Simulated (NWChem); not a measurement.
**doublet [GeH4]+ at 4 levels**

We compute a comparison of 4 runs (U-wB97X/def2-TZVP, UB2PLYP/def2-TZVP, UCAM-B3LYP/def2-TZVP, UMP3/def2-TZVP) of doublet [GeH4]+. 

The calculation is run with NWChem 7.3.0.

## Step 1: The system as given

[GeH4]+: 5 atoms, total charge +1, spin state doublet. As SMILES of the parent species, `[GeH4]`. Geometry: relaxed at PBE0-D4/def2-TZVP. That shape belongs to the parent species and isn't relaxed for this state.

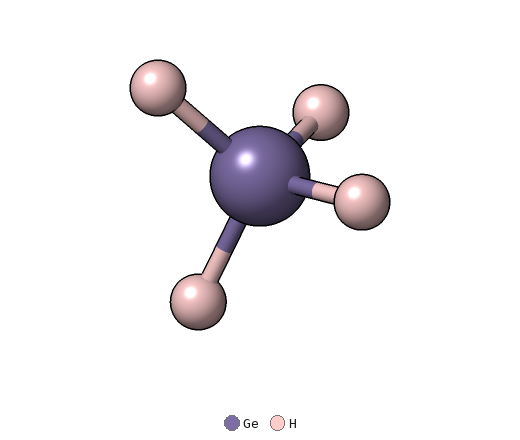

Viewed from a chosen angle; germanium purple, hydrogen pink.

## Step 2: A single-point energy at U-wB97X/def2-TZVP (run 1)

Input file m1.nw:

```
start m1
memory stack 880 mb heap 220 mb global 1100 mb
charge 1

geometry units angstrom noautosym nocenter noautoz
  Ge     0.000100     0.000100     0.000000
  H      1.148100    -0.756300     0.680600
  H     -1.238800    -0.030000     0.904200
  H     -0.329200    -0.669100    -1.340600
  H      0.419800     1.455400    -0.244100
end

basis spherical bse
  * library def2-TZVP
end

dft
  xc wb97x
  mult 2
  grid xfine
  convergence energy 1e-08
  maxiter 100
  mulliken
  noprint "final vectors analysis"
end

task dft energy
```

The run is started by

```
nwchem m1.nw > m1.out
```

The program printed:

```text
[...]
          Wavefunction type:  spin polarized.
          No. of atoms     :     5
          No. of electrons :    35
[...]
          Charge           :     1
          Spin multiplicity:     2
[...]
          AO basis - number of functions:    72
[...]
              XC Information
              --------------
                       wb97x  Method XC Functional
                     Hartree-Fock (Exact) Exchange  1.000
                         wb97x Exchange Functional  1.000
                      wb97x Correlation Functional  1.000
[...]
 d= 0,ls=0.0,diis     1  -2078.3622527998 -2.12D+03  1.47D-02  4.76D+00     5.9
[...]
 d= 0,ls=0.0,diis    17  -2078.9735729263 -6.90D-09  1.42D-06  3.08D-09    92.5
[...]
         Total DFT energy =    -2078.973572926294
      One electron energy =    -2976.510973014083
           Coulomb energy =      932.354423610679
    Exchange-Corr. energy =      -80.237451012614
 Nuclear repulsion energy =       45.420427489725
[...]
      Total Density - Mulliken Population Analysis
     ---------------------------------------------
    Atom       Charge   Shell Charges
 -----------   ------   -------------------------------------------------------
    1 Ge  32    31.89   2.00  2.00  1.17  0.78  0.95  0.54  5.98  4.46  1.54  1.50  0.81  8.83  1.09  0.11  0.10  0.01
    2 H    1     0.83   0.22  0.52  0.08  0.01
    3 H    1     0.65   0.19  0.43  0.02  0.01
    4 H    1     0.79   0.22  0.50  0.06  0.01
    5 H    1     0.83   0.22  0.52  0.08  0.01
[...]
      <S2> =      0.7580 (Exact =     0.7500)
[...]
```

It took 93 s on 1 thread of Intel Xeon Platinum 8375C at 2.90GHz (Ice Lake), shared host; peak memory 0.13 GiB.

## Step 3: A single-point energy at UB2PLYP/def2-TZVP (run 2)

Input file mymol.nw:

```
start mymol
title "GeH4"
memory 2200 mb
charge 1

geometry units atomic noautosym nocenter noautoz
   Ge     0.00018897     0.00018897     0.00000000
   H      2.16959456    -1.42919987     1.28614760
   H     -2.34099272    -0.05669178     1.70869036
   H     -0.62209784    -1.26441575    -2.53336684
   H      0.79330703     2.75030740    -0.46128215
end

basis spherical bse
   * library def2-TZVP
end

dft
   xc hfexch 0.53 becke88 0.47 lyp 0.73 mp2 0.27
   dftmp2 semidirect
   mult 2
   grid xfine
   convergence energy 1e-08
   iterations 100
   mulliken
   noprint "final vectors analysis"
end

mp2
   freeze core 9
end

task dft
```

The run is started by

```
nwchem mymol.nw > mymol.out
```

The program printed:

```text
[...]
          Wavefunction type:  spin polarized.
          No. of atoms     :     5
          No. of electrons :    35
[...]
          Charge           :     1
          Spin multiplicity:     2
[...]
          AO basis - number of functions:    72
[...]
              XC Information
              --------------
                     Hartree-Fock (Exact) Exchange  0.530
                    Becke 1988 Exchange Functional  0.470
              Lee-Yang-Parr Correlation Functional  0.730
[...]
 d= 0,ls=0.0,diis     1  -2077.8853611492 -2.12D+03  1.46D-02  4.50D+00     3.8
[...]
 d= 0,ls=0.0,diis    25  -2078.4739872194 -8.50D-09  8.78D-07  9.15D-10    83.6
[...]
         Total DFT energy =    -2078.473987219370
      One electron energy =    -2976.943547708018
           Coulomb energy =      932.837002435480
    Exchange-Corr. energy =      -79.787866200123
 Nuclear repulsion energy =       45.420424253291
[...]
      Total Density - Mulliken Population Analysis
     ---------------------------------------------
    Atom       Charge   Shell Charges
 -----------   ------   -------------------------------------------------------
    1 Ge  32    31.82   2.00  2.00  1.17  0.79  0.94  0.55  5.98  4.45  1.55  1.44  0.79  8.87  1.10  0.07  0.09  0.01
    2 H    1     0.85   0.22  0.53  0.09  0.01
    3 H    1     0.68   0.19  0.44  0.03  0.01
    4 H    1     0.80   0.21  0.50  0.07  0.01
    5 H    1     0.85   0.22  0.53  0.09  0.01
[...]
      <S2> =      0.7671 (Exact =     0.7500)
[...]
  Basis functions       =     72
[...]
```

Run time: 89 s. Hardware: 1 thread of Intel Xeon Platinum 8375C at 2.90GHz (Ice Lake), shared host; peak memory 0.16 GiB.

## Step 4: A single-point energy at UCAM-B3LYP/def2-TZVP (run 3)

Input file mymol.nw:

```
start mymol
memory stack 880 mb heap 220 mb global 1100 mb
charge 1

geometry units angstroms noautosym nocenter noautoz
Ge       0.000100       0.000100       0.000000
H        1.148100      -0.756300       0.680600
H       -1.238800      -0.030000       0.904200
H       -0.329200      -0.669100      -1.340600
H        0.419800       1.455400      -0.244100
end

basis spherical bse
Ge library def2-TZVP
H library def2-TZVP
end

dft
xc xcamb88 1.00 lyp 0.81 vwn_5 0.19 hfexch 1.00
cam 0.33 cam_alpha 0.19 cam_beta 0.46
mult 2
grid xfine
convergence energy 1e-08
direct
maxiter 100
mulliken
end

task dft energy
```

The run is started by

```
nwchem mymol.nw > mymol.out
```

The program printed:

```text
[...]
          Wavefunction type:  spin polarized.
          No. of atoms     :     5
          No. of electrons :    35
[...]
          Charge           :     1
          Spin multiplicity:     2
[...]
          AO basis - number of functions:    72
[...]
              XC Information
              --------------
                     Hartree-Fock (Exact) Exchange  1.000
                   CAM-Becke88 Exchange Functional  1.000
                      VWN V Correlation Functional  0.190 local
              Lee-Yang-Parr Correlation Functional  0.810
[...]
 d= 0,ls=0.0,diis     1  -2078.4355626732 -2.12D+03  1.53D-02  4.81D+00     5.1
[...]
 d= 0,ls=0.0,diis    40  -2079.0499963173  8.64D-12  1.05D-07  6.83D-13   185.5
[...]
         Total DFT energy =    -2079.049996317265
      One electron energy =    -2976.419229008751
           Coulomb energy =      932.253727765966
    Exchange-Corr. energy =      -80.304922564205
 Nuclear repulsion energy =       45.420427489725
[...]
      Total Density - Mulliken Population Analysis
     ---------------------------------------------
    Atom       Charge   Shell Charges
 -----------   ------   -------------------------------------------------------
    1 Ge  32    31.86   2.00  2.00  1.17  0.78  0.98  0.52  5.98  4.46  1.55  1.49  0.79  8.83  1.10  0.10  0.09  0.01
    2 H    1     0.83   0.22  0.50  0.09  0.01
    3 H    1     0.66   0.19  0.42  0.04  0.01
    4 H    1     0.83   0.22  0.50  0.09  0.01
    5 H    1     0.83   0.22  0.50  0.09  0.01
[...]
      <S2> =      0.7561 (Exact =     0.7500)
[...]
```

Run time: 3.1 min. Hardware: 1 thread of Intel Xeon Platinum 8375C at 2.90GHz (Ice Lake), shared host; peak memory 0.13 GiB.

## Step 5: The energy at UMP3/def2-TZVP (run 4)

Input file input.xyz:

```xyz
5

Ge     0.000100     0.000100     0.000000
H      1.148100    -0.756300     0.680600
H     -1.238800    -0.030000     0.904200
H     -0.329200    -0.669100    -1.340600
H      0.419800     1.455400    -0.244100
```

Input file input.nw:

```
START input
memory 2200 mb
charge 1
GEOMETRY units angstroms noautosym nocenter noautoz
load input.xyz
END
BASIS spherical bse
Ge library def2-TZVP
H library def2-TZVP
END
SCF
doublet
uhf
thresh 1e-08
maxiter 80
print low
END
TCE
scf
mbpt3
freeze core 9
maxiter 60
END
TASK tce energy
```

The run is started by

```
nwchem input.nw > input.out
```

The program printed:

```text
[...]
  functions       =    72
[...]
  wavefunction    = UHF
[...]
         Total SCF energy =  -2077.250275524138
      One electron energy =  -2977.462338517507
      Two electron energy =    854.791635503643
 Nuclear repulsion energy =     45.420427489725
                       Sz =      0.5000
                 Sz(Sz+1) =      0.7500
                      S^2 =      0.7615
[...]
         Wavefunction type : Unrestricted Hartree-Fock
          No. of electrons :    35
[...]
         Spin multiplicity : doublet
[...]
```

It took 82 s on 1 thread of Intel Xeon Platinum 8375C at 2.90GHz (Ice Lake), shared host; peak memory 0.71 GiB.

## Step 6: All runs side by side

```csv
run,level,frozen core orbitals,integration grid,energy (Eh),⟨S²⟩,wall time
1,U-wB97X/def2-TZVP,–,xfine,-2078.973573,0.758,93 s
2,UB2PLYP/def2-TZVP,9,xfine,-2078.554438,0.767,89 s
3,UCAM-B3LYP/def2-TZVP,–,xfine,-2079.049996,0.756,3.1 min
4,UMP3/def2-TZVP,9,–,-2077.497547,0.761,82 s
```

## Step 7: Summary of results

| quantity | value |
| --- | --- |
| run 4: total energy | -2077.49755 Eh |
| run 4: correlation energy (9 core orbitals frozen) | -247.3 mEh |
| run 4: ⟨S²⟩ of the reference determinant | 0.761 |

What this shows: Totals of different functionals can't be ranked against each other. All runs together took 7.5 min, the longest 3.1 min.
